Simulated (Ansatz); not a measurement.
**Alloy of SnO2 and TiO2 (6 of 24 Sn sites exchanged), 72 atoms, part 1 of 2**

How does this alloy cell relax, and what gap do PBEsol and HSE06 give?

Program: Ansatz 0.2.0, PAW, plane waves. These are calculated values, not measurements.

### Step 1. Starting point

72 atoms (18 Sn, 6 Ti, 48 O); a = 9.449 Å, b = 9.449 Å, c = 9.431 Å, α = 90.00°, β = 90.00°, γ = 90.00°. All atoms were shaken off their sites by about 0.02 Å along each axis.

Plan of the steps: (2) PBEsol cell relaxation at the single k point (¼, ¼, ¼), on 1 × NVIDIA H100 80GB HBM3 with 4 threads of AMD EPYC 7R13; (3) HSE06 single point at the single k point (¼, ¼, ¼), on 1 × NVIDIA H100 80GB HBM3 with 4 threads of AMD EPYC 7R13.

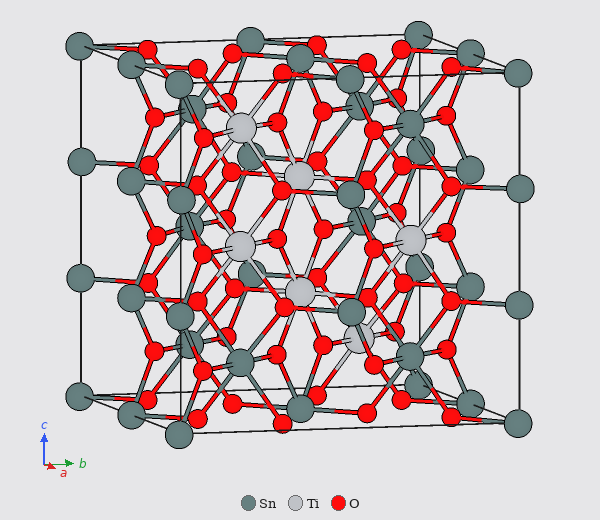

Start, viewed slightly off an axis; tin teal, titanium light grey, oxygen red. Atoms on faces are repeated.

### Step 2. PBEsol relaxation of the cell and the positions

Input file in.yaml:

```yaml
crystal:
  lattice:
    - [9.449276, 0.000000, 0.000000]
    - [0.000000, 9.449276, 0.000000]
    - [0.000000, 0.000000, 9.431380]
  atoms:
    - { symbol: Sn, position: [0.998994, 0.996160, 0.996916] }
    - { symbol: Sn, position: [0.000225, 0.999013, 0.334955] }
    - { symbol: Sn, position: [0.999242, 0.002909, 0.666862] }
    - { symbol: Sn, position: [0.998322, 0.500882, 0.995207] }
    - { symbol: Sn, position: [0.999590, 0.504914, 0.330920] }
    - { symbol: Sn, position: [0.003450, 0.501672, 0.666790] }
    - { symbol: Sn, position: [0.502908, 0.001620, 0.999041] }
    - { symbol: Sn, position: [0.498038, 0.002792, 0.332668] }
    - { symbol: Sn, position: [0.502683, 0.000466, 0.666828] }
    - { symbol: Sn, position: [0.501827, 0.500299, 0.001285] }
    - { symbol: Sn, position: [0.252729, 0.246555, 0.165140] }
    - { symbol: Sn, position: [0.245378, 0.248662, 0.502157] }
    - { symbol: Sn, position: [0.251761, 0.254701, 0.837172] }
    - { symbol: Sn, position: [0.253270, 0.753529, 0.500539] }
    - { symbol: Sn, position: [0.251265, 0.748376, 0.829270] }
    - { symbol: Sn, position: [0.749179, 0.250275, 0.167064] }
    - { symbol: Sn, position: [0.751441, 0.750224, 0.169417] }
    - { symbol: Sn, position: [0.749592, 0.751682, 0.832794] }
    - { symbol: Ti, position: [0.499418, 0.500838, 0.333713] }
    - { symbol: Ti, position: [0.501703, 0.497009, 0.664173] }
    - { symbol: Ti, position: [0.252473, 0.746692, 0.167118] }
    - { symbol: Ti, position: [0.745937, 0.251278, 0.498782] }
    - { symbol: Ti, position: [0.752898, 0.251940, 0.837396] }
    - { symbol: Ti, position: [0.751069, 0.752975, 0.500940] }
    - { symbol: O, position: [0.151235, 0.151950, 0.998935] }
    - { symbol: O, position: [0.154858, 0.153075, 0.333373] }
    - { symbol: O, position: [0.149834, 0.156973, 0.668195] }
    - { symbol: O, position: [0.153121, 0.651106, 0.995977] }
    - { symbol: O, position: [0.153030, 0.651940, 0.332046] }
    - { symbol: O, position: [0.147965, 0.654095, 0.663640] }
    - { symbol: O, position: [0.654723, 0.152468, 0.999715] }
    - { symbol: O, position: [0.652207, 0.152901, 0.334487] }
    - { symbol: O, position: [0.648545, 0.151744, 0.665599] }
    - { symbol: O, position: [0.653990, 0.652030, 0.999730] }
    - { symbol: O, position: [0.654241, 0.654104, 0.329848] }
    - { symbol: O, position: [0.653073, 0.651629, 0.665096] }
    - { symbol: O, position: [0.345238, 0.345959, 0.002905] }
    - { symbol: O, position: [0.348090, 0.351494, 0.332775] }
    - { symbol: O, position: [0.347838, 0.342337, 0.664723] }
    - { symbol: O, position: [0.349136, 0.843236, 0.998533] }
    - { symbol: O, position: [0.348946, 0.849499, 0.331131] }
    - { symbol: O, position: [0.345809, 0.846839, 0.666429] }
    - { symbol: O, position: [0.847264, 0.346115, 0.000736] }
    - { symbol: O, position: [0.847030, 0.351988, 0.333051] }
    - { symbol: O, position: [0.847725, 0.343989, 0.666659] }
    - { symbol: O, position: [0.846846, 0.844125, 0.003388] }
    - { symbol: O, position: [0.847309, 0.843406, 0.335146] }
    - { symbol: O, position: [0.850551, 0.843080, 0.662713] }
    - { symbol: O, position: [0.098665, 0.400966, 0.165143] }
    - { symbol: O, position: [0.095332, 0.400295, 0.499850] }
    - { symbol: O, position: [0.096744, 0.403299, 0.832994] }
    - { symbol: O, position: [0.095234, 0.898121, 0.164017] }
    - { symbol: O, position: [0.098107, 0.902656, 0.503320] }
    - { symbol: O, position: [0.098874, 0.903813, 0.830164] }
    - { symbol: O, position: [0.597580, 0.401877, 0.169016] }
    - { symbol: O, position: [0.595893, 0.403873, 0.499358] }
    - { symbol: O, position: [0.594715, 0.404664, 0.831494] }
    - { symbol: O, position: [0.598625, 0.903458, 0.167639] }
    - { symbol: O, position: [0.598664, 0.901756, 0.501229] }
    - { symbol: O, position: [0.595406, 0.902879, 0.834820] }
    - { symbol: O, position: [0.402352, 0.098574, 0.167130] }
    - { symbol: O, position: [0.404480, 0.104382, 0.496507] }
    - { symbol: O, position: [0.405817, 0.098938, 0.834791] }
    - { symbol: O, position: [0.402322, 0.596296, 0.168353] }
    - { symbol: O, position: [0.401868, 0.597644, 0.499561] }
    - { symbol: O, position: [0.407010, 0.594144, 0.836161] }
    - { symbol: O, position: [0.901725, 0.095028, 0.165779] }
    - { symbol: O, position: [0.902164, 0.094325, 0.498582] }
    - { symbol: O, position: [0.901853, 0.097602, 0.830666] }
    - { symbol: O, position: [0.902588, 0.599572, 0.167009] }
    - { symbol: O, position: [0.906361, 0.598478, 0.499292] }
    - { symbol: O, position: [0.900703, 0.599810, 0.836445] }
  symmetry: { detect: false }
kpoints:
  mp_grid: { grid: [1, 1, 1], shift: [0.25, 0.25, 0.25] }
hamiltonian:
  xc: pbesol
scf:
  occupations: { method: fermi_dirac, width: 0.01 }
relax:
  f_tol: 0.03
  max_steps: 80
  escape_saddle: false
  adjacent_minimum: "off"
  cell: { fix: [alpha, beta, gamma] }
output:
  forces: true
  eigenvalues: true
  populations: true
  write_density: true
  write_potential: true
  elf: true
  volumetric_format: npy
```

Command:

```bash
$ ansatz run in.yaml --threads 4 --pin off --max-ram 61750MiB --runs-dir r --events-out ev --progress --plain --backend cuda --devices 0, --max-vram 37GiB
```

The log of the run:

```text
Pseudopotentials: kind: paw
Functional definition: PBEsol
  exchange = pbesol_x
  correlation = pbesol_c
Crystal: 72 atoms, lattice volume = 842.117 Å³
Basis set: ecut = 420 eV, 16463 PW (Γ), exchange–correlation on 128×128×128 points (8 copies of the dense FFT grid, shifted against one another)
Bands: 378, of which v1, the nominal top of the filled ones, is band 306 counted from 1 (305 counted from 0)
Symmetry: 1 space group operations
k-points: 1
Non-local potential: Sn, projectors of the file, l = 0: 2, l = 1: 2, l = 2: 2, l = 3: 2
Non-local potential: Ti, projectors of the file, l = 0: 3, l = 1: 2, l = 2: 3, l = 3: 1
Non-local potential: O, projectors of the file, l = 0: 2, l = 1: 2, l = 2: 1
PAW form: soft (Blöchl's): semilocal exchange-correlation on the pseudo side does not see the compensation charge
PAW frozen core: Sn, regenerated for the run's functional, and the local potential with it (the file was generated under x = pbe(κ = 0.804, μ = 0.2195149727645171), c = pbe(β = 0.06672455060314922))
PAW frozen core: Ti, regenerated for the run's functional, and the local potential with it (the file was generated under x = pbe(κ = 0.804, μ = 0.2195149727645171), c = pbe(β = 0.06672455060314922))
PAW frozen core: O, regenerated for the run's functional, and the local potential with it (the file was generated under x = pbe(κ = 0.804, μ = 0.2195149727645171), c = pbe(β = 0.06672455060314922))
PAW one-centre angular grid: Sn, 590 points (default); XC on 64 Gauss nodes
PAW one-centre angular grid: Ti, 590 points (default); XC on 64 Gauss nodes
PAW one-centre angular grid: O, 110 points (default); XC on 64 Gauss nodes
Initial density: superposition of atomic densities (neutral atoms: chi_scale 0, normalization atom), corrected by the library's trained network
Initial wavefunctions: pseudopotential atomic-orbital guess
Functional: x = pbesol(κ = 0.804, μ = 0.12345679012345678), c = pbesol(β = 0.046)
SCF iter   1: F=—  HF=-148882.677561 eV  |F-HF|=—  |Δ(HF+E_count)|=         —  Δρ=1.59e-2  dr2=1.68e0  ethr=1.77e-3  ⟨swp⟩=6.0  Hψ=1574  notcnv=0  defer=6
preconditioner: auto → Resta (q_TF=auto, 2.587 Å⁻¹)  ε∞=4.4  [insulator: Δε(μ)=1.974 eV  Ē_g=16.463 eV  σ=0.010 eV  W_gap=1.00  n_scr=250 (ndim 8)  ℏωp=30.4 eV  f_vac=0.026  D(μ)=0.00/eV (n_scr^D=0)  ε∞_Penn≈4.4]
SCF iter   2: F=—  HF=-148882.256182 eV  |F-HF|=—  |Δ(HF+E_count)|=   4.21e-1  Δρ=5.03e-3  dr2=2.48e-1  ethr=2.74e-4  ⟨swp⟩=2.0  Hψ=575  notcnv=0  defer=62
[... 7 lines of SCF cycles left out ...]
SCF iter  10: F=—  HF=-148882.220553 eV  |F-HF|=—  |Δ(HF+E_count)|=   2.04e-9  Δρ=4.89e-6  dr2=2.37e-7  ethr=2.72e-10  ⟨swp⟩=2.0  Hψ=486  notcnv=0  defer=62
SCF iter  11: F=-148882.220553 eV  HF=-148882.220553 eV  |F-HF|=4.19e-8  |Δ(HF+E_count)|=   3.80e-8  Δρ=3.09e-6  dr2=8.24e-8  ethr=1.63e-11  ⟨swp⟩=19.0  Hψ=4807  notcnv=0
SCF 1 converged in 11 iterations: F = -148882.220553 eV  dr2 = 8.24e-8
relax step   1: F+E_penalty+E_count = -148882.22055333 eV  Δ(F+E_penalty+E_count) = +0.000e0 eV  max|allowed force component| = 2.027e0 eV/Å  Δτ_max = 0.0000 Å  P = +1.421 GPa  Ω = 842.117 Å³  fix = [alpha, beta, gamma]  reactions: alpha +0.094, beta +0.123, gamma -0.378 GPa/rad  (11 SCF iters, dr2 threshold 1.00e-7 eV, accepted)
[... from here on, the SCF cycles and remarks between the steps are left out ...]
relax step   2: F+E_penalty+E_count = -148884.52320060 eV  Δ(F+E_penalty+E_count) = -2.303e0 eV  max|allowed force component| = 6.194e-1 eV/Å  Δτ_max = 0.1110 Å  P = -0.574 GPa  Ω = 846.009 Å³  energy of the carried Pulay correction = -2.091e-2 eV  fix = [alpha, beta, gamma]  reactions: alpha +0.034, beta +0.069, gamma -0.084 GPa/rad  (9 SCF iters, dr2 threshold 7.20e-6 eV, accepted)
relax step   3: F+E_penalty+E_count = -148884.80289918 eV  Δ(F+E_penalty+E_count) = -2.797e-1 eV  max|allowed force component| = 1.348e-1 eV/Å  Δτ_max = 0.0747 Å  P = -0.174 GPa  Ω = 844.481 Å³  energy of the carried Pulay correction = -1.271e-2 eV  fix = [alpha, beta, gamma]  reactions: alpha +0.017, beta +0.032, gamma +0.016 GPa/rad  (8 SCF iters, dr2 threshold 7.20e-6 eV, accepted)
relax step   4: F+E_penalty+E_count = -148884.81869630 eV  Δ(F+E_penalty+E_count) = -1.580e-2 eV  max|allowed force component| = 9.960e-2 eV/Å  Δτ_max = 0.0266 Å  P = +0.059 GPa  Ω = 843.928 Å³  energy of the carried Pulay correction = -9.742e-3 eV  fix = [alpha, beta, gamma]  reactions: alpha -0.014, beta +0.047, gamma +0.073 GPa/rad  (7 SCF iters, dr2 threshold 1.14e-6 eV, accepted)
relax step   5: F+E_penalty+E_count = -148884.81788773 eV  Δ(F+E_penalty+E_count) = +8.086e-4 eV  max|allowed force component| = 6.536e-2 eV/Å  Δτ_max = 0.0178 Å  P = -0.031 GPa  Ω = 844.431 Å³  energy of the carried Pulay correction = -1.244e-2 eV  fix = [alpha, beta, gamma]  reactions: alpha -0.019, beta +0.047, gamma +0.124 GPa/rad  (7 SCF iters, dr2 threshold 6.20e-7 eV, accepted)
relax step   6: F+E_penalty+E_count = -148884.82080363 eV  Δ(F+E_penalty+E_count) = -2.916e-3 eV  max|allowed force component| = 3.239e-2 eV/Å  Δτ_max = 0.0153 Å  P = +0.003 GPa  Ω = 844.202 Å³  energy of the carried Pulay correction = -1.122e-2 eV  fix = [alpha, beta, gamma]  reactions: alpha -0.022, beta +0.053, gamma +0.093 GPa/rad  (7 SCF iters, dr2 threshold 2.67e-7 eV, accepted)
relax step   7: F+E_penalty+E_count = -148884.82137444 eV  Δ(F+E_penalty+E_count) = -5.708e-4 eV  max|allowed force component| = 2.815e-2 eV/Å  Δτ_max = 0.0532 Å  P = -0.003 GPa  Ω = 844.327 Å³  energy of the carried Pulay correction = -1.188e-2 eV  fix = [alpha, beta, gamma]  reactions: alpha -0.027, beta +0.061, gamma +0.105 GPa/rad  (9 SCF iters, dr2 threshold 6.56e-8 eV, accepted)
relax step   8: F+E_penalty+E_count = -148884.83273185 eV  Δ(F+E_penalty+E_count) = -1.136e-2 eV  max|allowed force component| = 2.815e-2 eV/Å  Δτ_max = 0.0000 Å  P = +0.020 GPa  Ω = 844.327 Å³  fix = [alpha, beta, gamma]  reactions: alpha -0.025, beta +0.065, gamma +0.112 GPa/rad  stress off target by 2.18e-2 GPa on what of the cell is left free  SCF on the basis re-selected at this cell (its ene [...]
SCF converged after 6 iterations
Free energy (F): -148884.832732 eV
Harris-Foulkes:  -148884.832732 eV  (|F-HF|=4.95e-10)
Internal energy: -148884.832732 eV  (E = F + TS)
E sigma→0 (E₀):  -148884.832732 eV
Fermi energy:    10.171607 eV
--- Per-component energies (eV) ---
  E_band       = -2401.246692
  E_kinetic    = 13442.540397
  E_local      = -35274.928068  (includes V_loc(G=0)·N_el)
  E_nonlocal   = 1851.590221
  E_hartree    = 16954.491171
  E_xc         = -10852.920988
  E_vxc        = -6913.333015  (∫ρ·V_xc dr)
  E_paw        = -86813.285554  (= ΣΔE_a)
  E_vpaw       = -9416.218445  (= ΣTr[D̂ρ^β])
  E_aug_tail   = 0.119251  (compensation charges beyond the density's cutoff)
  E_ewald      = -48200.096401
  E_core_change = 7.657241  (= ΣΔE_core)
  E_smearing   = -0.000000  (= −TS)
  E_closure    = -0.000000  (closes the sum)
  Σ components = -148884.832732   (vs F -148884.832732, Δ=0.00e0)
--- Forces (eV/Å), atoms counted from 1 ---
  atom   1  Sn    -0.01495196     0.01221952    -0.01011245
  atom   2  Sn     0.00610241    -0.00468297     0.00061164
[... 7 atoms left out ...]
  atom  10  Sn     0.01525330    -0.01805610    -0.01298269
[... 8 atoms left out ...]
  atom  19  Ti     0.02062669    -0.02814947    -0.01975017
  atom  20  Ti     0.00766019    -0.00794403    -0.01801667
[... 3 atoms left out ...]
  atom  24  Ti     0.00310491    -0.00819413     0.02147102
[... 27 atoms left out ...]
  atom  52  O      0.01306556    -0.00864704    -0.01297348
[... 2 atoms left out ...]
  atom  55  O     -0.00833789     0.01214354    -0.01181555
[... 10 atoms left out ...]
  atom  66  O     -0.00512204     0.00596767     0.01842477
[... 6 atoms left out ...]
  max |Σ_I F_I| component: 1.48e-6 eV/Å
--- Stress (GPa, compression-positive) ---
        0.019960      -0.111623      -0.064673
       -0.111623       0.019324       0.025439
       -0.064673       0.025439       0.021760
  P = ⅓ Tr σ = 0.0203 GPa (0.203 kbar)
--- Band table (eV) ---
  k-point 0: bands = [... 294 lower levels ..., "8.2872", "8.3135", "8.3426", "8.3765", "8.4114", "8.4389", "8.4794", "8.5219", "8.5885", "8.5977", "8.6653", "8.9647", "11.3785", "11.4427", "11.5881", "11.7047", "11.7406", "11.8138", "11.8617", "11.9147", "11.9479", "12.0381", "12.1087", "12.1415", ... 60 higher levels ...]
--- Relaxed structure (7 steps of the walk, 7 accepted, 1 SCFs on fresh bases) ---
  F+E_penalty+E_count = -148884.83273185 eV   max|allowed force component| = 2.815e-2 eV/Å   (the final SCF, on the basis selected at the relaxed cell)
  cell:  # Å, volume = 844.3265 Å³
    - [9.45026747434452, 3.0085065856898755e-144, -7.822489979881672e-144]
    - [3.0085065856898755e-144, 9.456199376034979, 1.3527943641308614e-112]
    - [-7.807674952711342e-144, 1.3502323045677284e-112, 9.448213876040894]
  atoms:
    - { symbol: Sn, position: [0.9996329402129558, 0.9998886129118139, 0.9997515848762006] }
    - { symbol: Sn, position: [-0.0024799127703619204, 0.998639383767304, 0.3339706890512334] }
[... 70 atoms left out; the next input holds them all, rounded ...]
--- Löwdin populations: 72 sites ---
  site symbol       q [e]
     0     Sn     12.3059
     1     Sn     12.3061
[... 70 atoms left out ...]
  spilling = 0.004886 (of n_electrons = 612.000000)
```

It took 24 s on 1 × NVIDIA H100 80GB HBM3 with 4 threads of AMD EPYC 7R13, shared host; peak host memory 1.4 GiB.

The walk (solves on a freshly chosen basis count as rows, and their energies jump a little):

| accepted step | energy change (eV) | largest force component (eV/Å) | SCF cycles | pressure (GPa) |
| --- | --- | --- | --- | --- |
| 1 | 0.000 | 2.027 | 11 | 1.42 |
| 2 | -2.303 | 0.619 | 9 | -0.57 |
| 3 | -2.582 | 0.135 | 8 | -0.17 |
| 4 | -2.598 | 0.100 | 7 | 0.06 |
| 5 | -2.597 | 0.065 | 7 | -0.03 |
| 6 | -2.600 | 0.032 | 7 | 0.00 |
| 7 | -2.601 | 0.028 | 9 | 0.00 |
| 8 | -2.612 | 0.028 | 6 | 0.02 |

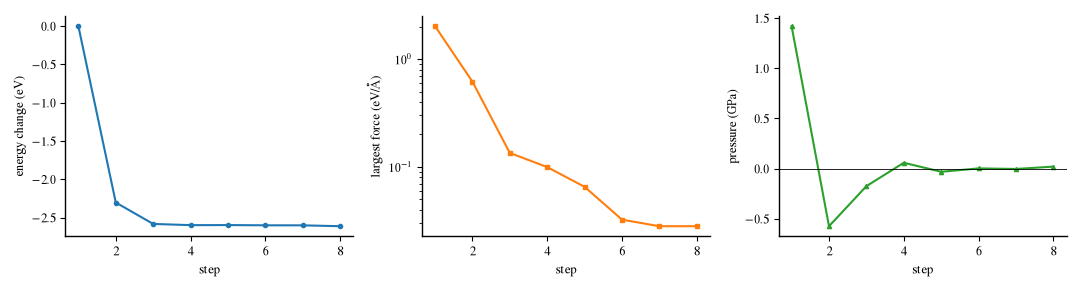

Energy, largest force component and pressure along the relaxation.

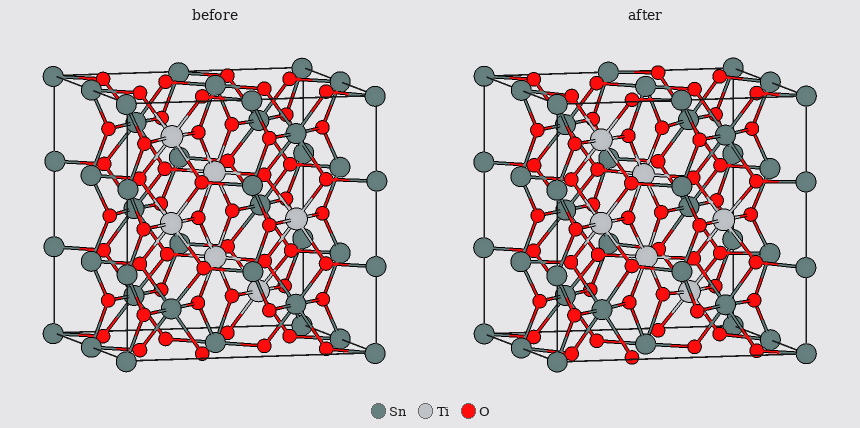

The cell before and after the relaxation.

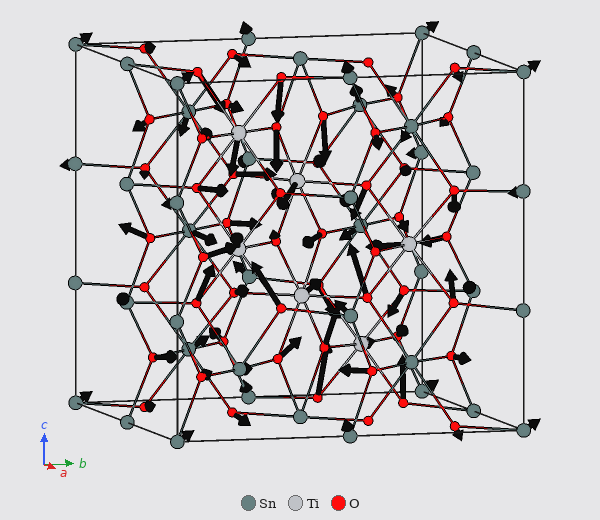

The relaxed cell; black arrows show the larger shifts of the atoms, drawn 12 times longer.

|  | before | after | change |
| --- | --- | --- | --- |
| a (Å) | 9.449 | 9.450 | +0.01 % |
| b (Å) | 9.449 | 9.456 | +0.07 % |
| c (Å) | 9.431 | 9.448 | +0.18 % |
| volume (Å³/atom) | 11.696 | 11.727 | +0.26 % |

Bond lengths by pair after relaxation (within a distance cut, which drops stretched bonds):

| pair | count | mean (Å) | spread (Å) | least | most |
| --- | --- | --- | --- | --- | --- |
| O–Sn | 108 | 2.063 | 0.020 | 2.026 | 2.140 |
| O–Ti | 36 | 1.981 | 0.048 | 1.867 | 2.100 |

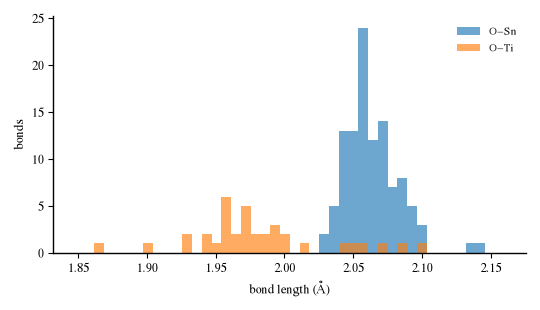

Spread of the bond lengths.

At the single k point (¼, ¼, ¼) the filled levels end at 8.965 eV and the empty ones begin at 11.379 eV, a spacing of 2.41 eV.

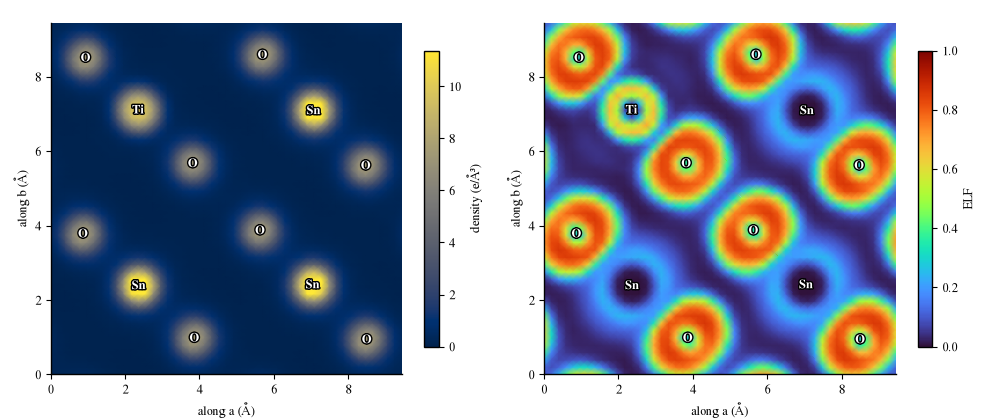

Density (left) and ELF (right) in a lattice plane of the grid's cell (edges 9.45 and 9.46 Å, at 0.167 of the third edge), which holds Sn and Ti and O. Only atoms in the plane are labelled; the density scale stops at 11.38 e/Å³. Both are smooth fields of the valence electrons: close to the nuclei they are not physical.

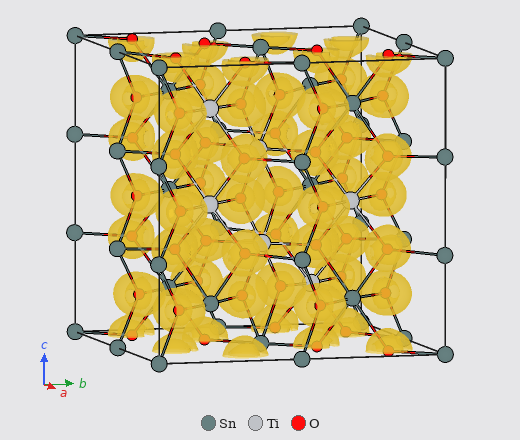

Surface of ELF = 0.78, drawn in one cell.

Maxima of ELF outside the ion cores: 0.86 beside O, off the lines to its neighbours, 0.6 Å from O; 0.84 in the shell around O, 0.6 Å from O.

(Continued in part 2 of 2.)
